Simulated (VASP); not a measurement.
Band structure of PdC (space group P6/mmm). Calculation: PBE GGA, VASP's PBE PAW potentials (set 64) (plane waves; VASP).

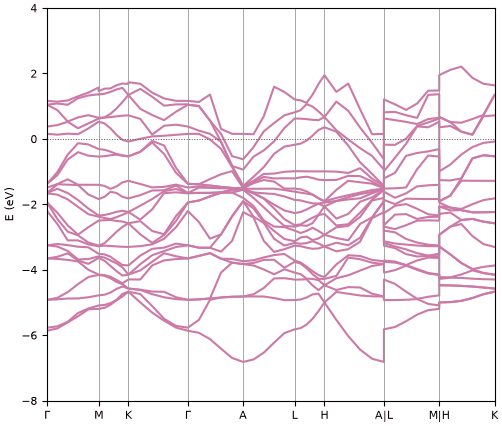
*Bands along high-symmetry lines, zero at the valence-band maximum or, without a gap, the Fermi level*

**Question.** Read the plot: is there a gap, and where are the band edges?

**Answer.** It has no gap at this level: it comes out as a metal or semimetal.

The structure was generated: PdC was put into an ordered model structure, which need not be its known phase. The cell was not relaxed at this level. The k-mesh is coarse (spacing up to 0.38 per Å, 2π included), so the numbers may not be converged in it.
